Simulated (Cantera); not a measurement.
Input: 1 mol Fe(CO)5, 0.13 mol O2, 6.3 mol H2, held at 24.0 mbar.

Equilibrium computed with Cantera from the NASA thermochemical tables; the gas is ideal and each condensed phase is pure. Candidate condensed phases: C, C6H6, C7H8, C8H18, Fe, Fe(CO)5, FeO, Fe(OH)2, Fe(OH)3, Fe2O3, Fe3O4, H2O; 114 gas species. The numbers say what is thermodynamically allowed, not how fast it happens.

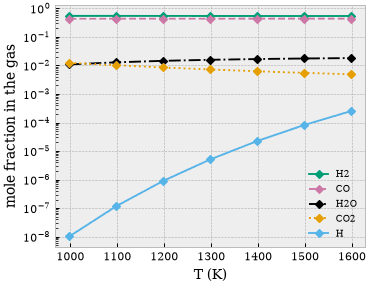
Figure: Equilibrium gas composition (values under 1e-9 drawn at 1e-9)

From 998 K to 1098 K the condensed part is Fe(α). From 1198 K to 1598 K the condensed part is Fe(γ).
